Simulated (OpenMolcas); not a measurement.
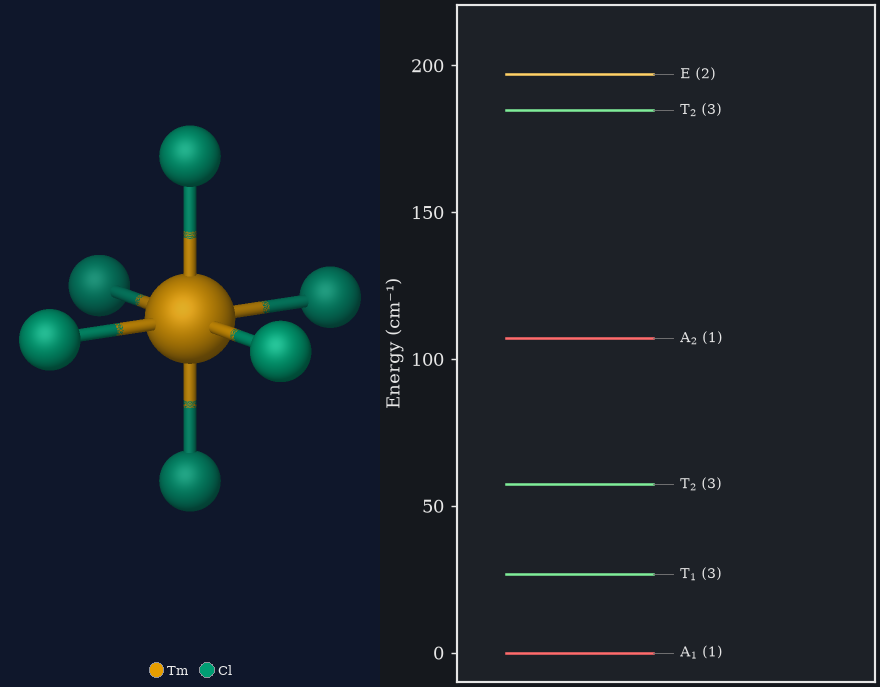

Tm³⁺ (4f¹²) as a dopant in Cs₂NaYCl₆, a cluster with its 6 nearest Cl⁻ at 2.633 Å (octahedron) embedded in model potentials and point charges; the geometry was set, not optimised, and its levels. Labels give the representation in O, Td, D4 or D3 as the site allows (double group for half-integer spin) where it could be assigned and, in brackets, the degeneracy; spin-free states, where drawn, share the zero of the spin-orbit levels. The calculation used state-averaged CASSCF, active space 12 electrons in the shell 4f, basis ANO-RCC-VDZP on all atoms, DKH2 scalar Hamiltonian, spin-orbit coupling by RASSI with atomic mean-field integrals (OpenMolcas).

Question: Describe the ground state and the low levels.

Answer: The ground level is A₁, non-degenerate, 99 % from states of spin multiplicity 3, effective J = 6.01, with |mJ| = 4 the largest share (87 %). The next level lies at 27 cm⁻¹ (T₁). The lowest J multiplet spreads over 197 cm⁻¹. The active orbitals hold 100 % metal character (Löwdin), and the Mulliken charge of the metal is +1.84.

Limits of the model: the geometry is set by hand, with no relaxation and no charge compensation.
